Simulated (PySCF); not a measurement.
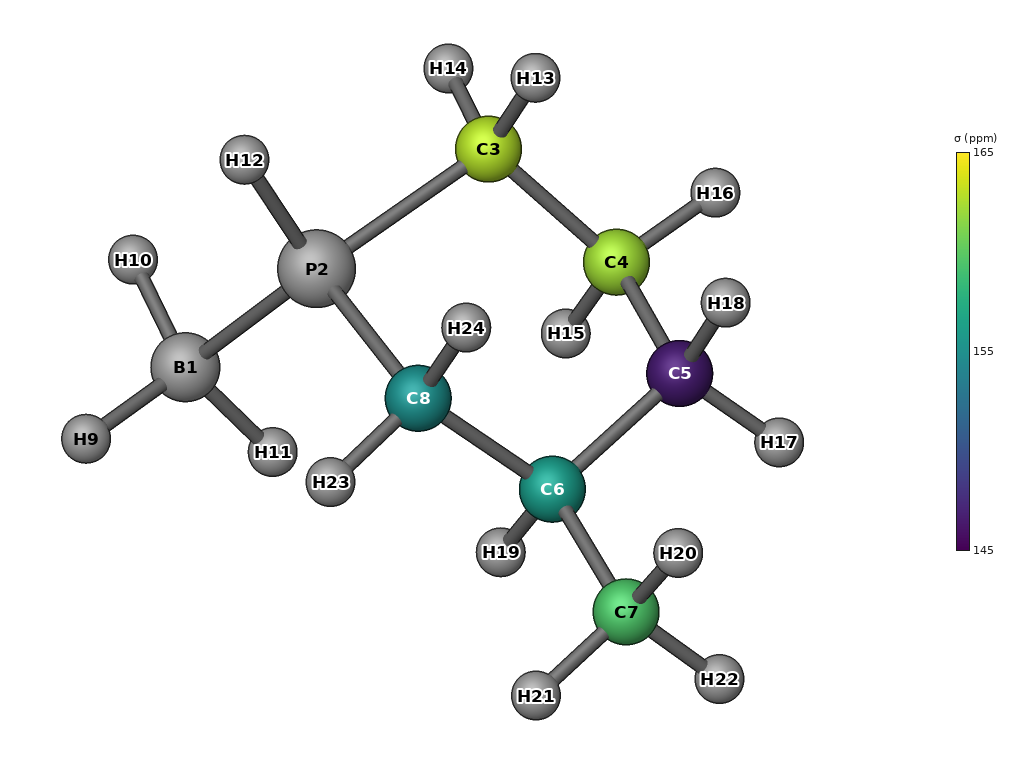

Atoms are coloured by their isotropic NMR shieldings (C only, the others grey). The geometry was computed by an optimisation with GFN2-xTB. No frequency run is at hand to confirm it as a minimum. Level of theory: GIAO PBE0/pcSseg-1 NMR shielding, non-relativistic, gas phase (PySCF 2.14.0).

Which C atom is the most shielded (lowest chemical shift)?

C3 (162.7 ppm).

Which C atom is the least shielded (highest chemical shift)?

C5 (146.7 ppm).

How wide is the range of C shifts?

16.0 ppm.

Give the isotropic NMR shieldings of the C atoms atom by atom.

```csv
atom,σ (ppm)
C3,162.7
C4,162.1
C5,146.7
C6,155.9
C7,159.5
C8,154.9
```

The geometry is semi-empirical. Around B, P such bond lengths and angles can be off by a tenth of an ångström or more and by several degrees, and values that hang on the shape move with them.
